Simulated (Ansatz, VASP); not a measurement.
# Cross-check of BN (Qingsongite) between VASP and Ansatz, part 2 of 2

One calculation is typed for both programs; each brings its own data sets. How far apart do they land? The cell is taken from a series of VASP runs on this material, whose earlier steps may have relaxed, scaled or displaced it; both programs get it as it stands. Valence electrons are named where the data sets of a main pair hold unlike numbers.

VASP 6.6.1 and Ansatz 0.2.0.

So far. Step 4 (Comparison): The walks stopped with -0.03 GPa left in Ansatz and -0.01 GPa in VASP; each walk ends within a tolerance, so the volume difference is uncertain by about these residues over the bulk modulus, most in soft cells.

## 6. VASP: band structure, r2SCAN-EpsX with an exact-exchange share of 0.218

Level of this step: r2SCAN-EpsX, exact-exchange share 1/4.59; plane waves and PAW (N, B) (VASP).

The same cell, functional, mesh and smearing now go to VASP, with its own data sets.

The run reads the wave functions of an earlier VASP run, which isn't shown here.

INCAR

```
SYSTEM = BN
PREC = Accurate
ENCUT = 460
EDIFF = 1E-06
NELM = 100
ISMEAR = 0
SIGMA = 0.03
LREAL = .FALSE.
ALGO = Normal
LHFCALC = .TRUE.
AEXX = 0.218
METAGGA = R2SCAN
LASPH = .TRUE.
NBANDS = 10
PRECFOCK = Fast
HFRCUT = -1
LORBIT = 11
LWAVE = .FALSE.
LCHARG = .FALSE.
KPAR = 4
```

POSCAR

```
BN
1.0
    0.0000000000      1.8075000000      1.8075000000
    1.8075000000      0.0000000000      1.8075000000
    1.8075000000      1.8075000000      0.0000000000
N B
1 1
Direct
    0.7500000000      0.7500000000      0.7500000000
    0.0000000000      0.0000000000      0.0000000000
```

KPOINTS

```
Automatic mesh
0
Gamma
7 7 7
0 0 0
```

KPOINTS_OPT

```
Line mode
10
Line-mode
Reciprocal
  0.00000000   0.00000000   0.00000000 GAMMA
  0.50000000   0.00000000   0.50000000 X

  0.50000000   0.00000000   0.50000000 X
  0.50000000   0.25000000   0.75000000 W

  0.50000000   0.25000000   0.75000000 W
  0.37500000   0.37500000   0.75000000 K

  0.37500000   0.37500000   0.75000000 K
  0.00000000   0.00000000   0.00000000 GAMMA

  0.00000000   0.00000000   0.00000000 GAMMA
  0.50000000   0.50000000   0.50000000 L

  0.50000000   0.50000000   0.50000000 L
  0.62500000   0.25000000   0.62500000 U

  0.62500000   0.25000000   0.62500000 U
  0.50000000   0.25000000   0.75000000 W

  0.50000000   0.25000000   0.75000000 W
  0.50000000   0.50000000   0.50000000 L

  0.50000000   0.50000000   0.50000000 L
  0.37500000   0.37500000   0.75000000 K

  0.62500000   0.25000000   0.62500000 U
  0.50000000   0.00000000   0.50000000 X
```

PAW data sets: N and B (PBE family, release 64).

Started as:

```console
> mpirun -np 4 vasp_std
```

Numbers of over 12 decimals in the logs are rounded to 6 here.

The log of the run:

```text
[banner, memory and clock lines left out]
running    4 mpi-ranks, on    1 nodes
[...]
|                                                                             |
|               ----> ADVICE to this user running VASP <----                  |
|                                                                             |
|     You enforced a specific xc type in the INCAR file but a different       |
|     [... a line on the potential file left out ...]
|     I HOPE YOU KNOW WHAT YOU ARE DOING!                                     |
|                                                                             |

 LDA part: xc-table for (None), standard interpolation
 found WAVECAR, reading the header
 POSCAR, INCAR and KPOINTS ok, starting setup
[...]
HFRCUT set to (new)   9.889101
 reading WAVECAR
 the WAVECAR file was read successfully
 initial charge from wavefunction
 entering main loop
       N       E                     dE             d eps       ncg     rms          rms(c)
[...]
DAV:   6    -0.220822816148E+02    0.19845E-04   -0.21182E-05   434   0.389E-02    0.679E-02
DAV:   7    -0.220822767639E+02    0.48509E-05   -0.34914E-06   446   0.192E-02    0.389E-02
DAV:   8    -0.220822752534E+02    0.15105E-05   -0.62658E-07   302   0.966E-03    0.228E-02
DAV:   9    -0.220822748997E+02    0.35369E-06   -0.31941E-07   222   0.645E-03
   1 F= -.22082275E+02 E0= -.22082275E+02  d E =-.157650E-22
 Start KPOINTS_OPT (optional k-point list driver)
k-point batch [1-20\100]
       N       E                     dE             ncg
DAV:   1     0.116904692497E+03   -0.66235E+04      416
DAV:   2    -0.375947321405E+03   -0.49285E+03      464
DAV:   3    -0.387701550885E+03   -0.11754E+02      450
DAV:   4    -0.387766957836E+03   -0.65407E-01      452
DAV:   5    -0.387767048030E+03   -0.90193E-04      444
DAV:   6    -0.387767048135E+03   -0.10587E-06      436
[...]
k-point batch [81-100\100]
       N       E                     dE             ncg
DAV:   1    -0.671478804380E+01   -0.85806E+04      424
DAV:   2    -0.481096203519E+03   -0.47438E+03      442
DAV:   3    -0.490750394953E+03   -0.96542E+01      474
DAV:   4    -0.490802847522E+03   -0.52453E-01      464
DAV:   5    -0.490802930786E+03   -0.83264E-04      470
DAV:   6    -0.490802930863E+03   -0.76226E-07      466
```

OUTCAR, selected parts (step 6):

```text
 POSITION                                       TOTAL-FORCE (eV/Angst)
 -----------------------------------------------------------------------------------
      2.71125      2.71125      2.71125        -0.000000     -0.000000     -0.000000
      0.00000      0.00000      0.00000         0.000000      0.000000      0.000000
 -----------------------------------------------------------------------------------
    total drift:                               -0.000001      0.000000     -0.000001

  FREE ENERGIE OF THE ION-ELECTRON SYSTEM (eV)
  ---------------------------------------------------
  free  energy   TOTEN  =       -22.0822748997 eV

  energy  without entropy=      -22.0822748997  energy(sigma->0) =      -22.08227490

[... 3 further parts left out ...]
[key lines of the parts left out:]
E-fermi :   6.4354
```

## 7. Comparison

What differs besides the data sets and the points named for the pairs above, as far as they apply: exact exchange at q = 0 is treated differently, which shows on coarse meshes; VASP keeps PBE cores, Ansatz makes them for the functional; the cutoff is 500 eV in Ansatz and 460 eV in VASP; VASP takes a coarser grid for exact exchange (PRECFOCK = Fast). Total energies have different zeros and are not compared.

Compared:

| quantity | Ansatz | VASP | difference |
| --- | --- | --- | --- |
| gap over the path points (eV) | 6.637 | 6.611 | +0.025 |

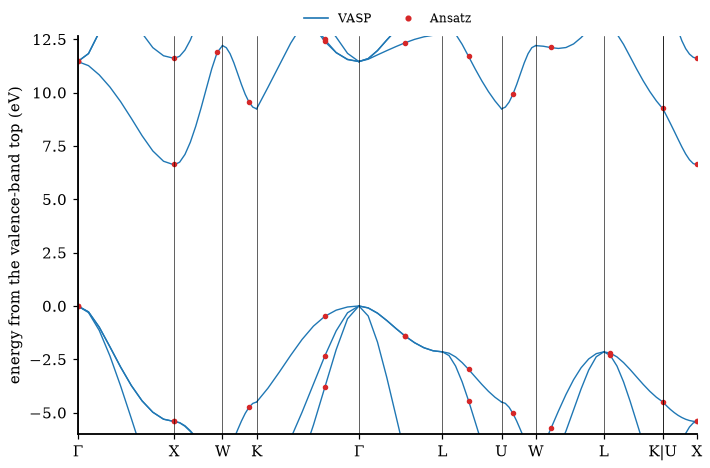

Bands from VASP (lines) and levels from Ansatz (dots). Dots without a line are higher empty bands that the VASP plot leaves out.

Levels at points of the path, from each program's valence-band top (eV; 3 filled, then empty):

| k (reciprocal lattice) | Ansatz | VASP |
| --- | --- | --- |
| 0.000 0.000 0.000 | 0.00 0.00 0.00 11.50 11.50 11.50 | 0.00 0.00 0.00 11.45 11.45 11.45 |
| 0.500 0.000 0.500 | -9.96 -5.40 -5.40 6.64 11.62 21.73 | -9.98 -5.42 -5.42 6.61 11.60 21.71 |
| 0.500 0.222 0.722 | -8.65 -7.51 -7.02 11.89 16.61 16.74 | -8.67 -7.53 -7.04 11.88 16.59 16.72 |
| 0.403 0.347 0.750 | -9.06 -8.33 -4.74 9.57 15.75 18.85 | -9.07 -8.34 -4.75 9.55 15.74 18.82 |
| 0.125 0.125 0.250 | -3.81 -2.34 -0.48 12.44 12.50 13.32 | -3.82 -2.35 -0.49 12.39 12.48 13.29 |
| 0.278 0.278 0.278 | -7.00 -1.41 -1.41 12.34 13.31 13.31 | -7.01 -1.42 -1.42 12.34 13.27 13.27 |
| 0.556 0.389 0.556 | -11.15 -4.45 -2.97 11.71 15.11 15.38 | -11.16 -4.46 -2.98 11.68 15.11 15.35 |
| 0.583 0.250 0.667 | -9.01 -8.26 -5.02 9.94 15.81 18.46 | -9.02 -8.28 -5.03 9.92 15.80 18.44 |
| 0.500 0.306 0.694 | -9.28 -7.43 -5.74 12.12 15.25 18.06 | -9.29 -7.44 -5.76 12.11 15.23 18.05 |
| 0.486 0.486 0.528 | -11.77 -2.32 -2.20 12.82 13.40 13.62 | -11.78 -2.32 -2.21 12.82 13.36 13.58 |

Among the levels compared at these points, filled levels agree within 20 meV and empty ones within 44 meV.

## 8. Results

```json
{"difference in volume (relaxation of cell and atoms, LDA)": "-0.25 %", "largest difference of a filled level at the path points (band structure, r2SCAN-EpsX with an exact-exchange share of 0.218)": "20 meV"}
```

The largest difference of a filled level at the path points is 20 meV (band structure, r2SCAN-EpsX with an exact-exchange share of 0.218), within the 80 meV picked in this series as the mark of a large difference. How closely two codes agree says nothing of how well the functional describes the real material.

[Lines on the potential files, build, host, timing and source positions are cut from VASP's logs without a mark.]

[Logs are printed without paths, hosts, clocks, repeated set-up lines and the standing remarks that a program may print on its own settings, such as how far it seeks lower states.]

[Hosts, paths, dates, database ids (printed as entryN), source tags and the programs' standing remarks are cut or masked in the printed files.]
